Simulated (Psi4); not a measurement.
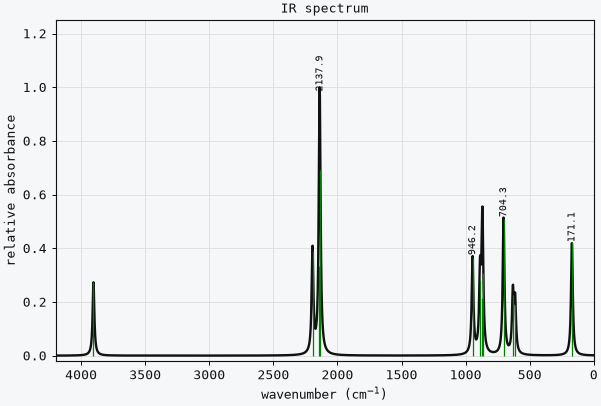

Unscaled harmonic wavenumbers and double-harmonic intensities, PBE0/def2-TZVP (dispersion D4), Psi4 1.11, at a geometry relaxed at this level, isolated molecule. Modes within 2 cm⁻¹ of each other count as one line, with their intensities summed. Lorentzian lines of 16 cm⁻¹ full width. Close modes add up in the curve.

> Which molecule gives this infrared spectrum?
A. C₂H₅Ga, SMILES C=[CH][GaH2], singlet
B. GeH₄O, SMILES [OH][GeH3], singlet
C. AlH₅S, SMILES [AlH3-][SH2+], singlet
D. SiNH₃S, SMILES N[Si]S

B. It has its most intense lines at 2137.9, 704.3 and 171.1 cm⁻¹.
